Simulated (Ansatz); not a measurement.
## AlN₂H₇O: a changed input and its effect

System: AlN₂H₇O.
Method of run 1: RKS CAM-B3LYP-D4/def2-TZVPP (Ansatz 0.2.0).

The geometry comes from this level: PBE0-D4/def2-TZVP. Text and figures count atoms from 1; the logs count them from 0 in places.

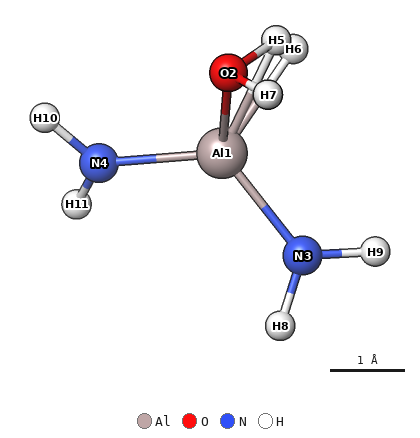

Figure 1. The structure (ball-and-stick view, seen at a tilt; atoms are numbered from 1 in the order of the input). Sticks mark near contacts. Bond lengths as drawn: Al–H 1.78 to 1.81 Å, Al–N 1.77 to 1.78 Å, Al–O 1.87 Å, H–N 1.01 Å and H–O 0.96 to 1.20 Å.

## Input file, run 1
```yaml
crystal:
  periodic: [false, false, false]
  atoms:
    - {symbol: Al, position_ang: [-0.129236, -0.063016, 0.014669]}
    - {symbol: O, position_ang: [0.059897, 1.790124, -0.115586]}
    - {symbol: N, position_ang: [1.029852, -1.052195, -0.896129]}
    - {symbol: N, position_ang: [-0.622693, -0.502954, 1.655792]}
    - {symbol: H, position_ang: [-0.776684, 1.374254, -0.875659]}
    - {symbol: H, position_ang: [-1.348128, 0.495079, -1.158867]}
    - {symbol: H, position_ang: [0.842203, 2.130956, -0.560694]}
    - {symbol: H, position_ang: [1.670088, -1.705204, -0.475812]}
    - {symbol: H, position_ang: [1.022792, -1.171026, -1.895216]}
    - {symbol: H, position_ang: [-0.991244, 0.149648, 2.327466]}
    - {symbol: H, position_ang: [-0.756849, -1.445766, 1.980037]}
basis:
  gaussian: {orbitals: def2-TZVPP}
hamiltonian: {xc: {name: CAM-B3LYP}, dispersion: d4}
```

Launched with:
```bash
ansatz run in.yaml --threads 4 --pin off --events-out ev --progress --plain --max-ram 9574MiB
```

Hardware: 4 threads of Intel Xeon @ 2.50GHz, 180 GiB of memory available, shared host.

## Output (run 1)
```
Functional definition: CAM-B3LYP
  parameter alpha = 0.19
  parameter beta = 0.46
  parameter omega = 0.33/bohr
  parameter ac = 0.81
  exchange = (1 - alpha - beta)*b88_x + beta*b88_x_sr(omega) + alpha*exact_x + beta*exact_x_lr(omega)
  correlation = (1 - ac)*vwn5_c + ac*lyp_c
1162 factors; their error is unknown
327 factors; integrals over basis functions are off by at most 1.1e-5 eV
mean field evaluation 1: about -11725.8662 eV, gradient 9.3e1 eV
mean field evaluation 2: about -11716.5329 eV, gradient 1.1e2 eV
mean field evaluation 4: about -11740.8479 eV, gradient 4.5e0 eV
mean field evaluation 8: about -11740.8813 eV, gradient 2.3e-2 eV
mean field evaluation 16: about -11740.8934 eV, gradient 2.7e-5 eV
mean field -11740.89337701 eV, -431.4698733419 hartree, gradient 2.7e-5 eV, S^2 0.000000; 0 other end points of the search recorded, 0 dependent functions left out
reference -11740.89350530 eV, -431.4698780564 hartree; 21, 21 occupied and 212, 212 virtual orbitals, 1162 factors
Total energy: -11741.04390744 eV, -431.4754052331 hartree
```

For run 2 the input was changed thus:
```diff
-    - {symbol: Al, position_ang: [-0.129236, -0.063016, 0.014669]}
-    - {symbol: O, position_ang: [0.059897, 1.790124, -0.115586]}
-    - {symbol: N, position_ang: [1.029852, -1.052195, -0.896129]}
-    - {symbol: N, position_ang: [-0.622693, -0.502954, 1.655792]}
-    - {symbol: H, position_ang: [-0.776684, 1.374254, -0.875659]}
-    - {symbol: H, position_ang: [-1.348128, 0.495079, -1.158867]}
-    - {symbol: H, position_ang: [0.842203, 2.130956, -0.560694]}
-    - {symbol: H, position_ang: [1.670088, -1.705204, -0.475812]}
-    - {symbol: H, position_ang: [1.022792, -1.171026, -1.895216]}
-    - {symbol: H, position_ang: [-0.991244, 0.149648, 2.327466]}
-    - {symbol: H, position_ang: [-0.756849, -1.445766, 1.980037]}
+    - {symbol: Al, position_ang: [0.379794, 0.158593, 0.319409]}
+    - {symbol: O, position_ang: [0.627755, 1.834468, 0.197196]}
+    - {symbol: N, position_ang: [1.051428, -0.986622, -0.851261]}
+    - {symbol: N, position_ang: [-0.539019, -0.399823, 1.716917]}
+    - {symbol: H, position_ang: [-1.943139, 0.785440, -1.218743]}
+    - {symbol: H, position_ang: [-1.627434, 0.218699, -1.592619]}
+    - {symbol: H, position_ang: [1.144768, 2.254586, -0.485270]}
+    - {symbol: H, position_ang: [0.988819, -1.988081, -0.775409]}
+    - {symbol: H, position_ang: [1.595880, -0.737266, -1.659426]}
+    - {symbol: H, position_ang: [-0.906778, 0.214909, 2.423210]}
+    - {symbol: H, position_ang: [-0.772074, -1.355003, 1.925995]}
```

Predict how the results change.

With the same method and basis, run 2 lies 27.0 kcal/mol lower.

## Output (run 2)
```
Functional definition: CAM-B3LYP
  parameter alpha = 0.19
  parameter beta = 0.46
  parameter omega = 0.33/bohr
  parameter ac = 0.81
  exchange = (1 - alpha - beta)*b88_x + beta*b88_x_sr(omega) + alpha*exact_x + beta*exact_x_lr(omega)
  correlation = (1 - ac)*vwn5_c + ac*lyp_c
1162 factors; their error is unknown
327 factors; integrals over basis functions are off by at most 1.8e-5 eV
mean field evaluation 1: about -11726.4885 eV, gradient 9.5e1 eV
mean field evaluation 2: about -11717.4214 eV, gradient 1.2e2 eV
mean field evaluation 4: about -11742.0051 eV, gradient 5.2e0 eV
mean field evaluation 8: about -11742.0508 eV, gradient 9.3e-2 eV
mean field evaluation 16: about -11742.0651 eV, gradient 1.6e-5 eV
mean field -11742.06507969 eV, -431.5129326210 hartree, gradient 1.6e-5 eV, S^2 0.000000; 0 other end points of the search recorded, 0 dependent functions left out
reference -11742.06521337 eV, -431.5129375339 hartree; 21, 21 occupied and 212, 212 virtual orbitals, 1162 factors
Total energy: -11742.21507925 eV, -431.5184450032 hartree
```

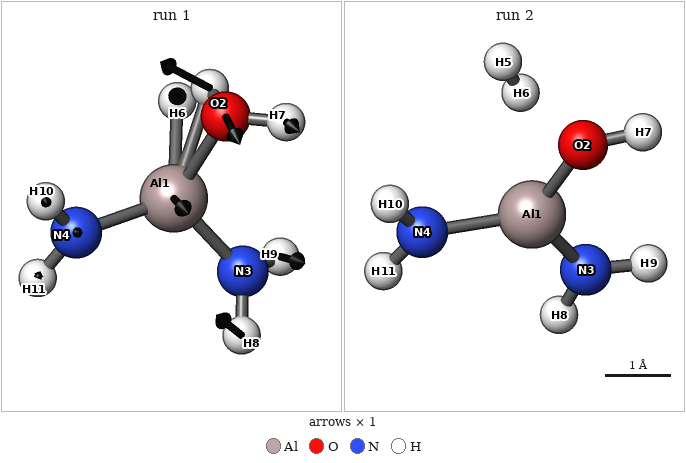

Figure 2. The two input geometries at one scale (ball-and-stick view, seen at a tilt). The black arrows on the first give the shifts of the atoms after the best rigid fit, at true length. H5 moves most after the best rigid fit: 1.32 Å. By element the largest moves are H 1.32 Å, O 0.68 Å, Al 0.63 Å, N 0.13 Å. Among the contacts that change: O2–H5 1.204 → 3.117 Å, Al1–H5 1.810 → 2.856 Å, Al1–H6 1.782 → 2.773 Å, H5–H6 1.086 → 0.749 Å.

## The two runs side by side

```tsv
quantity	run 1	run 2
outcome	converged	converged
total energy (hartree)	−431.475405	−431.518445
basis functions	233	233
wall time (shared host)	4.8 s	6 s
```
